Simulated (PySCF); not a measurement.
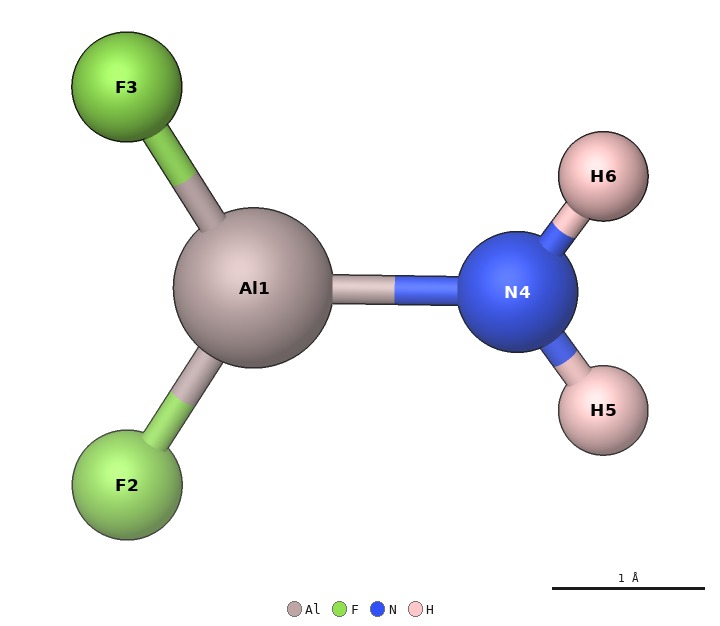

Orthographic view. Atoms fade into the background with distance from the viewer. The geometry was computed by an optimisation with PBE0-D4/def2-TZVP. No frequency run is at hand to confirm it as a minimum.

Give the geometry as a Z-matrix, atoms in numerical order, with these reference atoms: 2 to 1; 3 to 1, 2; 4 to 1, 2, 3; 5 to 4, 1, 2; 6 to 4, 5, 1.

```
Al 
F    1   1.640
F    1   1.640   2   118.6
N    1   1.745   2   120.7   3   180.0
H    4   1.006   1   124.4   2    -0.1
H    4   1.006   5   111.0   1   179.9
```
